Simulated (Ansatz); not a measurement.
## Electronic structure of CH₇BSSi (SMILES CSB[SiH3]) in real space

Input

```
crystal:
  periodic: [false, false, false]
  atoms:
    - {symbol: C, position_ang: [-0.937432, 1.975930, 1.004647]}
    - {symbol: S, position_ang: [0.393273, 1.127432, 0.118199]}
    - {symbol: B, position_ang: [-0.110367, -0.532309, -0.084008]}
    - {symbol: Si, position_ang: [1.133984, -1.786993, -1.037894]}
    - {symbol: H, position_ang: [-1.304860, 2.796929, 0.389239]}
    - {symbol: H, position_ang: [-0.540388, 2.379928, 1.935731]}
    - {symbol: H, position_ang: [-1.744999, 1.278016, 1.215662]}
    - {symbol: H, position_ang: [-1.171103, -0.882009, 0.344152]}
    - {symbol: H, position_ang: [0.460082, -2.359640, -2.238313]}
    - {symbol: H, position_ang: [2.393316, -1.128894, -1.481992]}
    - {symbol: H, position_ang: [1.493894, -2.925490, -0.144922]}
basis:
  gaussian: {orbitals: def2-TZVPP}
hamiltonian: {xc: pbe0, dispersion: d4}
output: {orbitals: {seedname: orbitals}}
```

Launched as:

```sh
ansatz run in.yaml --threads 2 --pin off --events-out ev --progress --plain --max-ram 4352MiB
```

Geometry: PBE0-D4/def2-TZVP.

The calculation used RKS PBE0-D4/def2-TZVPP in Ansatz.

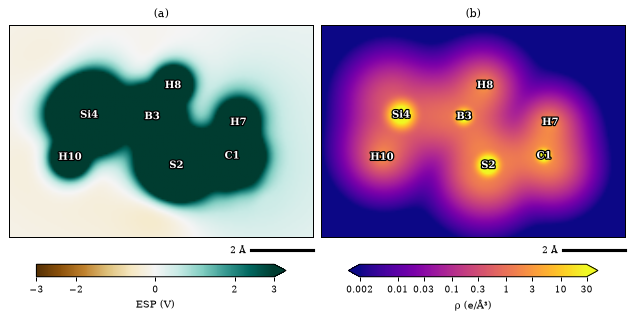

Figure 1. (a) molecular electrostatic potential; (b) electron density on the plane of atoms S2, B3 and H8.

> What does the map show?

- The plane passes through C, S, B, Si and H nuclei.
- B–S (1.75 Å): ρ is about 1.3 e/Å³ halfway.
- C–S (1.81 Å): the density is about 1.2 e/Å³ at the midpoint.
- Si–B (2.01 Å): ρ is about 0.8 e/Å³ halfway.
- C–H (1.09 Å): ρ at the midpoint is about 2 e/Å³.
- B–H (1.20 Å): the density is about 1.3 e/Å³ at the midpoint.
- Outside the dense part of the molecule the potential is most negative (−0.5 V) near S2.

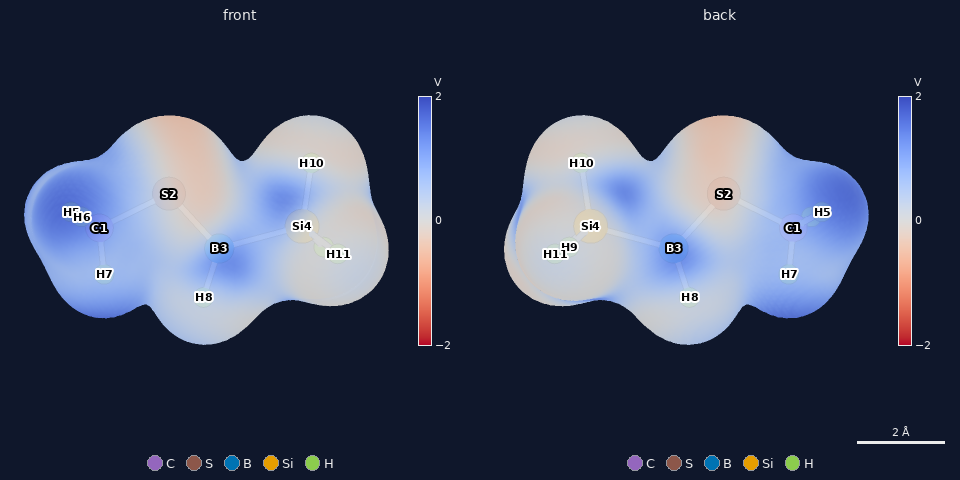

Figure 2. The electrostatic potential painted on the density surface at 0.004 e/bohr³, seen from the front and from behind; red is negative and blue positive.

> Where is the surface potential most negative and most positive?

The most negative region (about −0.4 V, or −9 kcal/mol for a unit charge) lies over S2, the most positive (about +1.6 V, or +37 kcal/mol for a unit charge) over H5, H6 and H7.

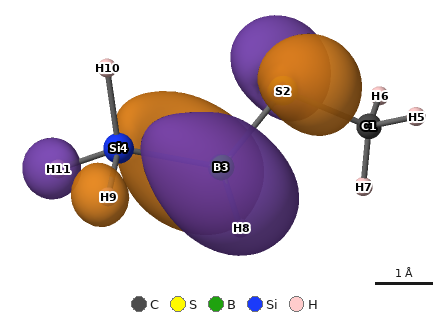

Figure 3. One frontier orbital at ±0.1 Å⁻³ᐟ² (orange and purple are the two phases), seen at an oblique angle.

> Which orbital is it: HOMO or LUMO?

The LUMO, at −1.54 eV. Its weight (Hirshfeld) is mainly on B3 (about 45 %), S2 (about 25 %) and Si4 (about 15 %).

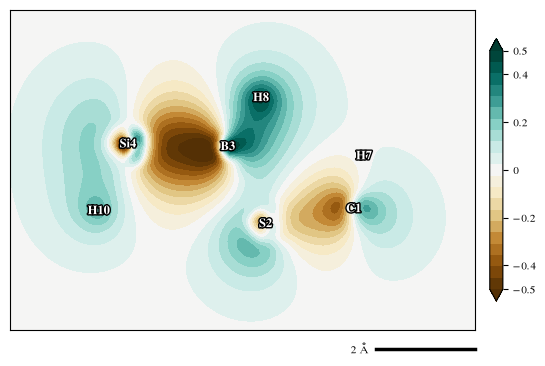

Figure 4. The HOMO−1 on the plane of atoms C1, S2 and B3 (values in Å⁻³ᐟ²; the overall sign is arbitrary).

> Where does this orbital lie, and at what energy?

By Hirshfeld shares it lies mainly on Si4 (about 30 %), B3 (about 30 %), S2 (about 10 %), H8 (about 10 %) and C1 (about 5 %). Its energy is −8.17 eV.
